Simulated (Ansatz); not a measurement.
**Geometry relaxation, with input and output: SiNH6BrO**

System: SiNH6BrO.
Method: RKS BHLYP-D4/def2-SVP (Ansatz 0.2.0).

It belongs to a series of runs on one base structure; here: end point B relaxed. Figures and captions count atoms from 1; the log counts them from 0 in places.

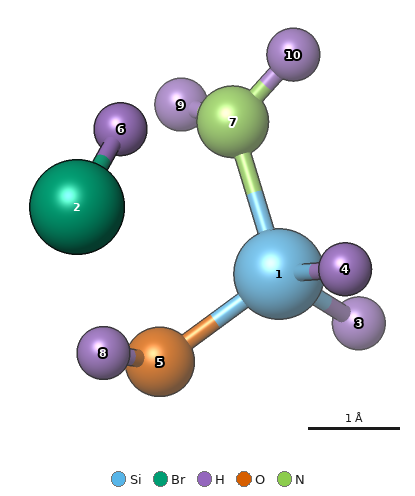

*The input geometry (ball-and-stick view, seen at a tilt; atoms are numbered from 1 in the order of the input).*

### Input
```yaml
crystal:
  periodic: [false, false, false]
  atoms:
    - { symbol: Si, position_ang: [-0.752699, 0.02715, -0.662639] }
    - { symbol: Br, position_ang: [2.61458, -1.049504, 0.108363] }
    - { symbol: H, position_ang: [-2.139002, 0.256495, -1.120681] }
    - { symbol: H, position_ang: [0.193975, 0.443095, -1.717403] }
    - { symbol: O, position_ang: [-0.692015, -1.563575, -0.266083] }
    - { symbol: H, position_ang: [1.788435, -0.003264, 0.729313] }
    - { symbol: "N", position_ang: [-0.286735, 1.001906, 0.758306] }
    - { symbol: H, position_ang: [0.17015, -1.943275, -0.092065] }
    - { symbol: H, position_ang: [-0.780419, 0.840609, 1.625742] }
    - { symbol: H, position_ang: [-0.11627, 1.990363, 0.637149] }
basis:
  gaussian: { orbitals: def2-SVP }
hamiltonian:
  xc: { name: BHLYP }
  dispersion: d4
relax:
  f_tol: 0.03
  max_steps: 50
output:
  orbitals: {}
```

Hardware: 2 threads of Arm Neoverse V1, 24 GiB of memory available, shared host.

Launched with:
```bash
ansatz run input.yaml --threads 2 --pin off --max-ram 3072MiB --backend cpu --events-out ev --progress --plain --runs-dir out
```

### The program's output
```
The last accepted step is kept in [file] (removed where the run ends without a failure and the disk answers)
Engine: ansatz 0.2.0, aarch64-unknown-linux-gnu
Functional definition: BHLYP
  parameter a = 0.5
  exchange = (1 - a)*b88_x + a*exact_x
  correlation = lyp_c
1124 factors; integrals over basis functions are off by at most 5.4e-4 eV
mean field evaluation 1: about -81538.9709 eV, gradient 5.6e1 eV
mean field evaluation 2: about -81537.7043 eV, gradient 6.1e1 eV
mean field evaluation 4: about -81544.6899 eV, gradient 1.3e0 eV
mean field evaluation 8: about -81544.7122 eV, gradient 3.1e-2 eV
mean field -81544.71224689 eV, -2996.7129020821 hartree, gradient 5.4e-5 eV, S^2 0.000000; 0 other end points of the search recorded, 0 dependent functions left out
the calculation of the forces begins
reference -81544.71242449 eV, -2996.7129086087 hartree; 35, 35 occupied and 73, 73 virtual orbitals, 1124 factors
relax step   1: F+E_penalty+E_count = -81544.96571336 eV  Δ(F+E_penalty+E_count) = +0.000e0 eV  max|allowed force component| = 7.386e-1 eV/Å  Δτ_max = 0.0000 Å  (25 SCF iters, accepted)
these checks for a lower state are left out or cut short: starts, cluster_reference, orbital_swaps, neighbouring_geometries, increment
1124 factors; integrals over basis functions are off by at most 5.5e-4 eV
mean field evaluation 16: about -81544.6847 eV, gradient 5.8e0 eV
mean field -81544.80422219 eV, -2996.7162821121 hartree, gradient 7.8e-6 eV, S^2 0.000000; 0 other end points of the search recorded, 0 dependent functions left out
[... from here on the field's lines of each further geometry are left out, up to the last ...]
relax step   2: F+E_penalty+E_count = -81545.05873225 eV  Δ(F+E_penalty+E_count) = -9.302e-2 eV  max|allowed force component| = 3.363e-1 eV/Å  Δτ_max = 0.1941 Å  (29 SCF iters, accepted)
relax step   3: F+E_penalty+E_count = -81545.11681023 eV  Δ(F+E_penalty+E_count) = -5.808e-2 eV  max|allowed force component| = 1.530e-1 eV/Å  Δτ_max = 0.1915 Å  (29 SCF iters, accepted)
relax step   4: F+E_penalty+E_count = -81545.13861380 eV  Δ(F+E_penalty+E_count) = -2.180e-2 eV  max|allowed force component| = 3.119e-1 eV/Å  Δτ_max = 0.1722 Å  (29 SCF iters, accepted)
relax step   5: F+E_penalty+E_count = -81545.07954528 eV  Δ(F+E_penalty+E_count) = +5.907e-2 eV  max|allowed force component| = 9.401e-1 eV/Å  Δτ_max = 0.2000 Å  (27 SCF iters, rejected (line search))
relax step   6: F+E_penalty+E_count = -81545.15191596 eV  Δ(F+E_penalty+E_count) = -1.330e-2 eV  max|allowed force component| = 1.477e-1 eV/Å  Δτ_max = 0.0975 Å  (28 SCF iters, accepted)
relax step   7: F+E_penalty+E_count = -81545.15647585 eV  Δ(F+E_penalty+E_count) = -4.560e-3 eV  max|allowed force component| = 1.344e-1 eV/Å  Δτ_max = 0.0904 Å  (28 SCF iters, accepted)
relax step   8: F+E_penalty+E_count = -81545.13018550 eV  Δ(F+E_penalty+E_count) = +2.629e-2 eV  max|allowed force component| = 4.881e-1 eV/Å  Δτ_max = 0.0726 Å  (29 SCF iters, rejected (line search))
relax step   9: F+E_penalty+E_count = -81545.15905248 eV  Δ(F+E_penalty+E_count) = -2.577e-3 eV  max|allowed force component| = 5.979e-2 eV/Å  Δτ_max = 0.0362 Å  (29 SCF iters, accepted)
relax step  10: F+E_penalty+E_count = -81545.15981124 eV  Δ(F+E_penalty+E_count) = -7.588e-4 eV  max|allowed force component| = 4.310e-2 eV/Å  Δτ_max = 0.0484 Å  (29 SCF iters, accepted)
relax step  11: F+E_penalty+E_count = -81545.16043562 eV  Δ(F+E_penalty+E_count) = -6.244e-4 eV  max|allowed force component| = 3.209e-2 eV/Å  Δτ_max = 0.0224 Å  (30 SCF iters, accepted)
the calculation of the forces begins
reference -81544.90754860 eV, -2996.7200792877 hartree; 35, 35 occupied and 73, 73 virtual orbitals, 1124 factors
relax step  12: F+E_penalty+E_count = -81545.16050836 eV  Δ(F+E_penalty+E_count) = -7.274e-5 eV  max|allowed force component| = 1.750e-2 eV/Å  Δτ_max = 0.0117 Å  (24 SCF iters, accepted)
1124 factors; integrals over basis functions are off by at most 6.1e-4 eV
mean field evaluation 96: about -81544.8650 eV, gradient 3.1e0 eV
```

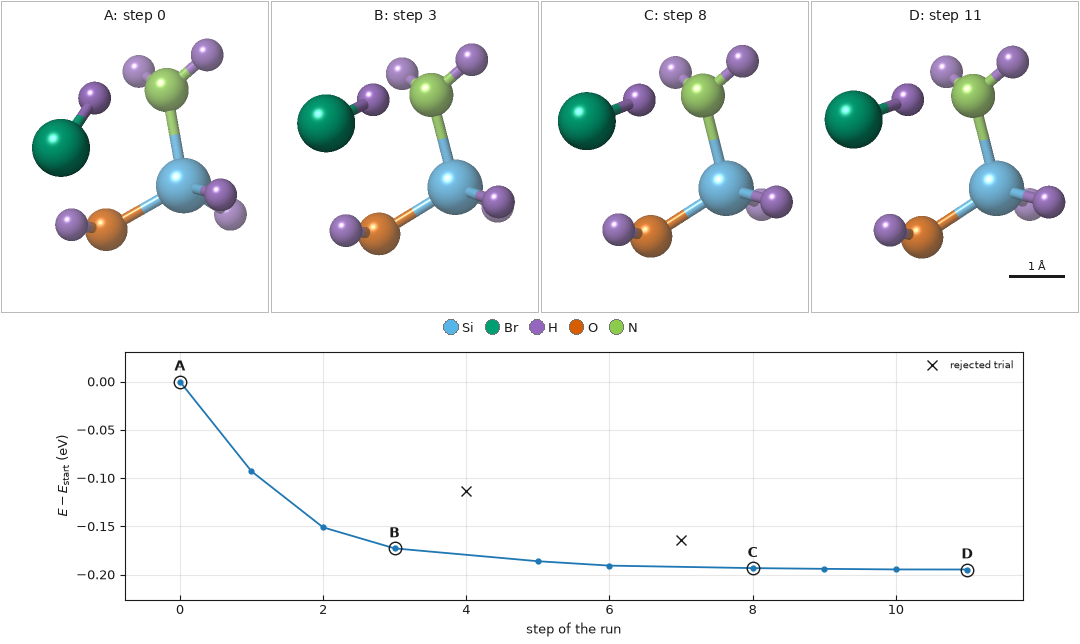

*Frames of the relaxation (ball-and-stick view, seen at a tilt) above the curves, on which the letters mark them (the first geometry is step 0 here and step 1 in the log).*

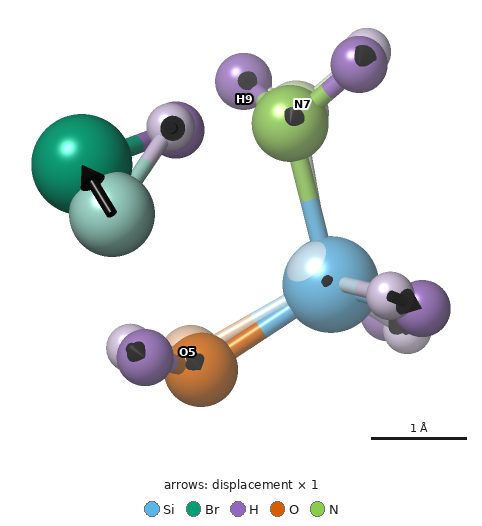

*Start (faint) and end (solid) with the displacements as black arrows, at true length (ball-and-stick view, seen at a tilt). The two geometries are laid on each other by the best rigid fit.*

The atom that moves furthest after the best rigid fit is Br2 (0.68 Å). Largest moves by element: Br 0.68 Å, H 0.44 Å, N 0.28 Å, O 0.24 Å, Si 0.09 Å. Among the contacts that change: Si1–N7 1.785 → 1.759 Å. Over 11 geometry steps the energy falls by 0.195 eV. Largest force component: 0.74 eV/Å at the start, 0.017 eV/Å at the end. The line search rejected the trial steps at points 4, 7 (counted from 0) and went back. (Atoms are counted from 1 in the order of the input.)

```
mean field -81544.90736876 eV, -2996.7200726785 hartree, gradient 1.9e-5 eV, S^2 0.000000; 1 other end points of the search recorded, 0 dependent functions left out
the calculation of the forces begins
reference -81544.90754860 eV, -2996.7200792877 hartree; 35, 35 occupied and 73, 73 virtual orbitals, 1124 factors
Total energy: -81545.16068820 eV, -2996.7293819963 hartree
Atom 0 at    -0.831405     0.025828    -0.707887 Å, force     0.000743     0.010029     0.001792 eV/Å
Atom 1 at     2.574462    -0.936703     0.783981 Å, force     0.017497    -0.014753     0.000550 eV/Å
Atom 2 at    -2.290066     0.229629    -0.765901 Å, force     0.001840     0.000629     0.000442 eV/Å
Atom 3 at    -0.176948     0.566128    -1.917910 Å, force    -0.002714    -0.003809     0.003536 eV/Å
Atom 4 at    -0.613444    -1.581094    -0.473745 Å, force     0.002390     0.007219    -0.002711 eV/Å
Atom 5 at     1.443702     0.008526     0.812791 Å, force    -0.012246     0.008226    -0.002584 eV/Å
Atom 6 at    -0.068306     0.895866     0.617054 Å, force    -0.009120    -0.008318    -0.005998 eV/Å
Atom 7 at     0.276394    -1.898741    -0.316863 Å, force     0.004565    -0.006021     0.003052 eV/Å
Atom 8 at    -0.507156     0.834058     1.525759 Å, force    -0.005474    -0.001895     0.008936 eV/Å
Atom 9 at     0.192767     1.856504     0.442724 Å, force     0.002519     0.008693    -0.007017 eV/Å
Dipole moment:    -0.324126     0.591666     0.106769 e Å
```

### Trajectory as extended XYZ (Å, eV, eV/Å), 12 frames, from step=1 to step=12
```
10
Properties=species:S:1:pos:R:3:forces:R:3 step=1 energy=-81544.96571
Si   -0.7527    0.0272   -0.6626    0.0347   0.7345   0.7386
Br    2.6146   -1.0495    0.1084   -0.3492   0.6639   0.5009
H    -2.1390    0.2565   -1.1207    0.0057  -0.0067   0.0495
H     0.1940    0.4431   -1.7174   -0.0099  -0.0150  -0.0364
O    -0.6920   -1.5636   -0.2661    0.0984  -0.0762   0.0113
H     1.7884   -0.0033    0.7293    0.3060  -0.5884  -0.4056
N    -0.2867    1.0019    0.7583    0.0284  -0.7063  -0.7103
H     0.1701   -1.9433   -0.0921   -0.1028   0.0522  -0.0198
H    -0.7804    0.8406    1.6257    0.0130   0.0191  -0.0911
H    -0.1163    1.9904    0.6371   -0.0244  -0.0771  -0.0370
10
Properties=species:S:1:pos:R:3:forces:R:3 step=2 energy=-81545.05873
Si   -0.7912    0.0278   -0.6754    0.3177   0.2875   0.3335
Br    2.6327   -0.9301    0.2603    0.0171   0.1149   0.1669
H    -2.1906    0.2802   -1.0774    0.0182   0.0543   0.1196
H     0.1301    0.4345   -1.7577   -0.0756   0.0020  -0.0797
O    -0.7339   -1.5698   -0.3038    0.0135  -0.0826  -0.0220
H     1.7234    0.0620    0.7864   -0.1142  -0.1344  -0.1661
N    -0.2012    0.9383    0.7209   -0.1420  -0.3320  -0.3363
H     0.1285   -1.9565   -0.1535   -0.0270   0.0518   0.0114
H    -0.6750    0.7892    1.6008   -0.0025   0.0199  -0.0016
H    -0.0227    1.9244    0.5994   -0.0052   0.0187  -0.0256
10
Properties=species:S:1:pos:R:3:forces:R:3 step=3 energy=-81545.11681
Si   -0.7862    0.0337   -0.6749    0.1530  -0.0685  -0.0702
Br    2.6390   -0.8698    0.3806   -0.0395   0.0440   0.0815
H    -2.1996    0.2964   -1.0212    0.0596   0.0682   0.1344
H     0.1000    0.4419   -1.7881   -0.0955   0.0205  -0.0203
O    -0.7178   -1.5679   -0.3183   -0.0391   0.0091  -0.0309
H     1.5470    0.0385    0.7155   -0.0104  -0.0084  -0.0160
N    -0.1434    0.9105    0.7062   -0.1326  -0.0973  -0.1270
H     0.1474   -1.9480   -0.1719    0.0275  -0.0016   0.0119
H    -0.6127    0.7665    1.5898    0.0242  -0.0050   0.0371
H     0.0264    1.8983    0.5824    0.0528   0.0391  -0.0005
10
Properties=species:S:1:pos:R:3:forces:R:3 step=4 energy=-81545.13861
Si   -0.7880    0.0262   -0.6912   -0.0887  -0.2464  -0.2704
Br    2.5952   -0.8121    0.5369    0.1363  -0.1090   0.0236
H    -2.2213    0.3171   -0.9271    0.1345   0.0213   0.0955
H     0.0258    0.4522   -1.8550   -0.0908   0.0037   0.0745
O    -0.7070   -1.5802   -0.3569   -0.0349   0.1061  -0.0672
H     1.4337    0.0791    0.7392   -0.0377   0.0450  -0.0042
N    -0.0797    0.8756    0.6699   -0.1213   0.3119   0.1906
H     0.1633   -1.9582   -0.2335    0.0439  -0.0048   0.0283
H    -0.5219    0.7335    1.5718    0.0504   0.0235  -0.1078
H     0.0998    1.8668    0.5458    0.0082  -0.1513   0.0370
10
Properties=species:S:1:pos:R:3:forces:R:3 step=5 energy=-81545.07955 accepted=F
Si   -0.7775    0.0011   -0.7314   -0.1427   0.5332   0.4955
Br    2.5153   -0.9163    0.6817    0.1160  -0.0445  -0.0001
H    -2.1949    0.2852   -0.7431   -0.6644  -0.1312  -0.2827
H    -0.1263    0.5675   -1.9147    0.2078  -0.0923  -0.2024
O    -0.6057   -1.5951   -0.4469    0.5017  -0.2904   0.0479
H     1.3818    0.0375    0.7411   -0.0507   0.0567   0.1173
N    -0.1086    0.9030    0.6230    0.4762  -0.9401  -0.3128
H     0.2763   -1.9174   -0.2174   -0.3811   0.0986  -0.1489
H    -0.5503    0.7937    1.5136   -0.2345   0.0001   0.4242
H     0.1899    1.8408    0.4940    0.1717   0.8100  -0.1380
10
Properties=species:S:1:pos:R:3:forces:R:3 step=6 energy=-81545.15192
Si   -0.8033    0.0216   -0.7060   -0.0481   0.0205   0.0018
Br    2.6172   -0.8504    0.6238   -0.1477   0.0867   0.0216
H    -2.2406    0.3044   -0.8678   -0.0118  -0.0278  -0.0103
H    -0.0417    0.4903   -1.8823   -0.0165  -0.0109   0.0007
O    -0.6831   -1.5839   -0.3966    0.0839   0.0001  -0.0285
H     1.4442    0.0563    0.7508    0.1184  -0.0904   0.0029
N    -0.0891    0.8824    0.6500    0.0815   0.0324   0.0182
H     0.1946   -1.9386   -0.2445   -0.0480   0.0127  -0.0027
H    -0.5299    0.7565    1.5517    0.0044   0.0206  -0.0044
H     0.1318    1.8614    0.5209   -0.0159  -0.0437   0.0008
10
Properties=species:S:1:pos:R:3:forces:R:3 step=7 energy=-81545.15648
Si   -0.8109    0.0226   -0.7090   -0.0117   0.0367   0.0488
Br    2.5701   -0.9040    0.6793   -0.0199   0.0225   0.0214
H    -2.2570    0.2699   -0.8216   -0.0579  -0.0264  -0.0154
H    -0.1027    0.5235   -1.9034    0.0146  -0.0034  -0.0160
O    -0.6377   -1.5813   -0.4211    0.0632   0.0032  -0.0266
H     1.4251    0.0335    0.7756    0.0451  -0.0192  -0.0077
N    -0.0805    0.8950    0.6334    0.0544  -0.1344  -0.0174
H     0.2503   -1.9093   -0.2650   -0.0639   0.0060  -0.0075
H    -0.5155    0.7853    1.5385   -0.0334   0.0230   0.0487
H     0.1587    1.8648    0.4933    0.0096   0.0922  -0.0283
10
Properties=species:S:1:pos:R:3:forces:R:3 step=8 energy=-81545.13019 accepted=F
Si   -0.8264    0.0461   -0.6922    0.1363  -0.3965  -0.1126
Br    2.5787   -0.9438    0.7257    0.0629  -0.0120   0.0020
H    -2.2925    0.2223   -0.8115    0.1595   0.1169   0.0997
H    -0.1316    0.5538   -1.8979   -0.0643   0.1420   0.0973
O    -0.6075   -1.5584   -0.4721   -0.3731  -0.1775   0.0036
H     1.4695    0.0225    0.7894   -0.0439  -0.0275   0.0447
N    -0.0608    0.8827    0.6563   -0.2448   0.4881  -0.2253
H     0.2500   -1.9322   -0.2894    0.2167   0.0765   0.0152
H    -0.5288    0.8544    1.5563    0.0937  -0.0633  -0.1236
H     0.1493    1.8526    0.4353    0.0571  -0.1468   0.1989
10
Properties=species:S:1:pos:R:3:forces:R:3 step=9 energy=-81545.15905
Si   -0.8172    0.0223   -0.7068   -0.0214   0.0598   0.0162
Br    2.5748   -0.9142    0.7137   -0.0004   0.0027   0.0114
H    -2.2687    0.2556   -0.8035   -0.0167  -0.0174  -0.0044
H    -0.1244    0.5403   -1.9043    0.0020  -0.0123  -0.0067
O    -0.6312   -1.5833   -0.4416   -0.0348   0.0215  -0.0225
H     1.4352    0.0258    0.7879    0.0173  -0.0057  -0.0008
N    -0.0748    0.8940    0.6299    0.0091  -0.0528  -0.0053
H     0.2545   -1.9101   -0.2842    0.0478  -0.0295   0.0109
H    -0.5145    0.8072    1.5359   -0.0149   0.0004   0.0221
H     0.1663    1.8623    0.4730    0.0119   0.0332  -0.0208
10
Properties=species:S:1:pos:R:3:forces:R:3 step=10 energy=-81545.15981
Si   -0.8298    0.0267   -0.7063    0.0293   0.0186   0.0348
Br    2.5816   -0.9419    0.7528    0.0153   0.0014   0.0101
H    -2.2872    0.2351   -0.7860    0.0063  -0.0049   0.0051
H    -0.1584    0.5581   -1.9107   -0.0034   0.0042  -0.0034
O    -0.6193   -1.5798   -0.4628    0.0164  -0.0231   0.0019
H     1.4650    0.0132    0.8124   -0.0326  -0.0076  -0.0156
N    -0.0787    0.8996    0.6239    0.0035   0.0112  -0.0279
H     0.2685   -1.9040   -0.3044   -0.0281   0.0216  -0.0052
H    -0.5188    0.8302    1.5322    0.0157   0.0217  -0.0291
H     0.1772    1.8628    0.4489   -0.0224  -0.0431   0.0293
10
Properties=species:S:1:pos:R:3:forces:R:3 step=11 energy=-81545.16044
Si   -0.8302    0.0269   -0.7068   -0.0014   0.0191   0.0084
Br    2.5777   -0.9432    0.7748   -0.0092   0.0050   0.0005
H    -2.2894    0.2282   -0.7714    0.0090   0.0034   0.0023
H    -0.1720    0.5654   -1.9160   -0.0045  -0.0020   0.0088
O    -0.6122   -1.5795   -0.4703   -0.0018   0.0013   0.0006
H     1.4479    0.0025    0.8092    0.0053   0.0067   0.0040
N    -0.0719    0.8996    0.6197   -0.0134  -0.0321  -0.0271
H     0.2770   -1.8976   -0.3112    0.0074  -0.0068   0.0006
H    -0.5119    0.8366    1.5279    0.0002  -0.0008   0.0021
H     0.1851    1.8612    0.4441    0.0084   0.0063  -0.0002
10
Properties=species:S:1:pos:R:3:forces:R:3 step=12 energy=-81545.16051
Si   -0.8314    0.0258   -0.7079    0.0007   0.0100   0.0018
Br    2.5745   -0.9367    0.7840    0.0175  -0.0148   0.0006
H    -2.2901    0.2296   -0.7659    0.0018   0.0006   0.0004
H    -0.1769    0.5661   -1.9179   -0.0027  -0.0038   0.0035
O    -0.6134   -1.5811   -0.4737    0.0024   0.0072  -0.0027
H     1.4437    0.0085    0.8128   -0.0122   0.0082  -0.0026
N    -0.0683    0.8959    0.6171   -0.0091  -0.0083  -0.0060
H     0.2764   -1.8987   -0.3169    0.0046  -0.0060   0.0031
H    -0.5072    0.8341    1.5258   -0.0055  -0.0019   0.0089
H     0.1928    1.8565    0.4427    0.0025   0.0087  -0.0070
```

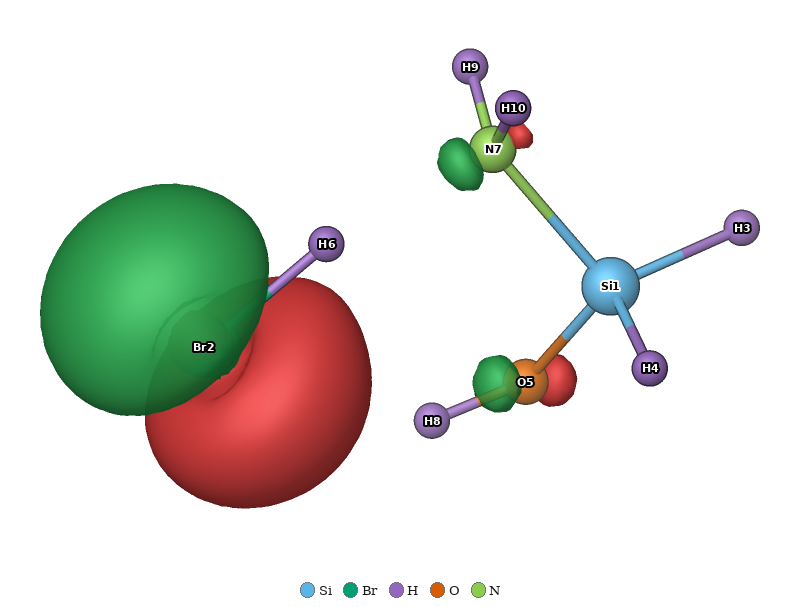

*The HOMO−1 at ±0.15 Å⁻³ᐟ² (green and red are the two phases), seen at a tilt.*

Its energy is −9.16 eV.

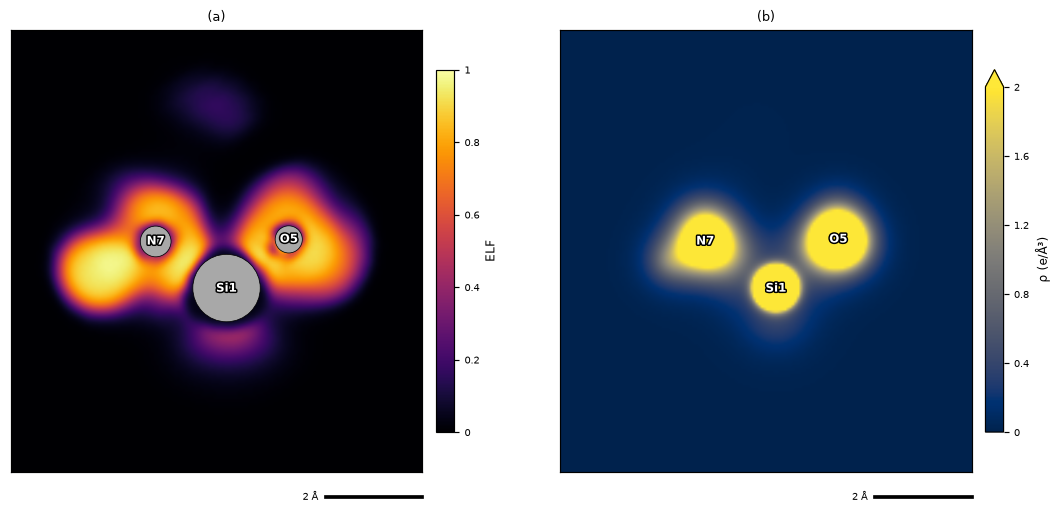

*(a) ELF; (b) electron density on the plane of atoms O5, Si1 and N7. Grey discs, where drawn, cover atomic cores.*

Atoms in the plane: Si, O and N. Si–O (1.64 Å): ρ at the midpoint is about 1.1 e/Å³; the ELF peaks at about 0.90 between the atoms (a shared but strongly polarised pair).

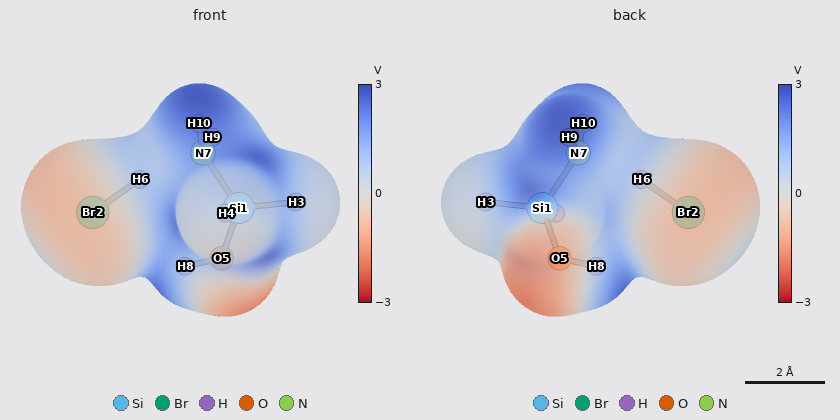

*The molecular electrostatic potential painted on the density surface at 0.004 e/bohr³, seen at a tilt and from behind; red is negative and blue positive.*

### Results in brief

- outcome: converged
- total energy: −81545.1607 eV
- mean-field energy: −81544.9075 eV
- largest force (length of the vector) at the end: 0.023 eV/Å
- wall time: 48 s (CPU time 87 s)
- peak memory: 0.25 GiB
